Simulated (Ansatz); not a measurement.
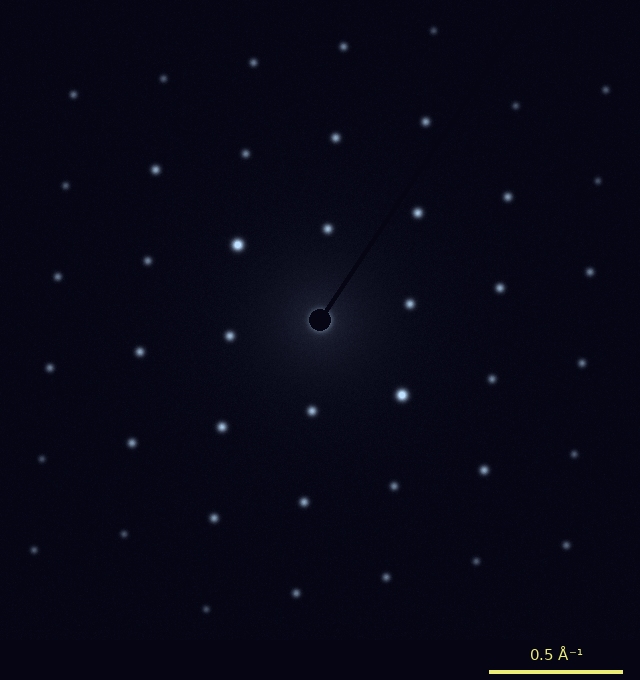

Kinematic zone-axis pattern, calculated for 200 keV electrons with B = 1 Å².

Phase: SnC2, space group I4/mmm (No. 139), a = 3.36 Å, c = 5.69 Å. Structure: the end point of a relaxation (final pressure about 42 GPa) with Ansatz 0.2.0, DFT PBEsol, scalar-relativistic, plane waves, PAW; the starting structure was generated, so it need not be a known form of this composition.

```tsv
atom	site	symmetry	x	y	z
Sn	2a	4/mmm	0.0000	0.0000	0.0000
C	4e	4mm	0.5000	0.5000	0.1160
```

Measure the pattern against the scale bar and name the zone.

Answer. The spots form a centred rectangular net with both shortest vectors at d = 2.89 Å, 75.0° apart. They index as -1 0 1 and 0 -1 1, so the zone axis is [111] (or an equivalent direction of <111>).

List the strongest reflections.

Answer. Strongest reflections with d > 0.89 Å, one of each family (|F|² from tabulated Gaussian fits of the electron scattering factors, times a small damping for the curvature of the Ewald sphere):

```
   hkl  d (Å)  I (strongest = 100)
1 -1 0  2.377                  100
1 1 -2  1.824                   29
1 0 -1  2.894                   24
2 -2 0  1.189                   17
2 0 -2  1.447                   17
2 1 -3  1.178                   13
```
